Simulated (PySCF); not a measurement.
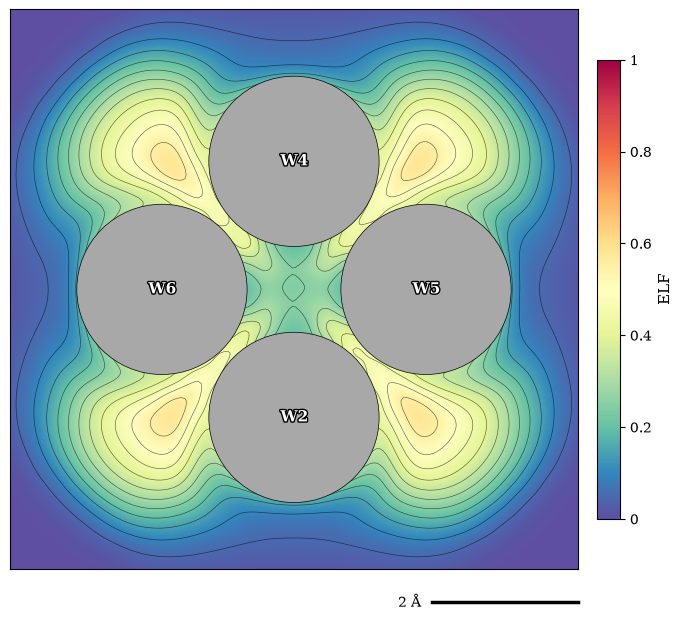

Figure 1: W₆ (triplet). Electron localisation function on the plane of atoms W2, W6 and W4. Grey discs cover the atomic cores.

Core potentials replace the inner electrons of W.

Level of theory: PySCF 2.14.0, UKS PBE, W def2-SVP with ECP60; non-relativistic Hamiltonian with scalar-relativistic core potentials where named; density fitting.

Input file:

```
mol = gto.M(atom='''
W      1.80898    -0.00024     0.00000
W      0.00023     1.75399    -0.00028
W     -1.80898     0.00024    -0.00000
W     -0.00023    -1.75399     0.00027
W      0.00000     0.00029     1.80894
W      0.00000    -0.00029    -1.80893''',
    basis={'W': 'def2-SVP'},
    ecp={'W': 'def2-SVP'},
    charge=0, spin=2)
mf = dft.UKS(mol, xc='PBE')
mf.grids.atom_grid = (75, 302)  # f atoms: at least (60, 302), unpruned
mf = mf.density_fit()  # W def2-universal-JKFIT
mf.conv_tol = 1e-09; mf.max_cycle = 55
mf.kernel(dm0)
```

Launched as:

```sh
OMP_NUM_THREADS=4 python run.py
```

Question: What do the fields say about this system?

Answer:
- The plane passes through W nuclei.
- W–W (2.52 Å): the ELF is about 0.45 at the midpoint.
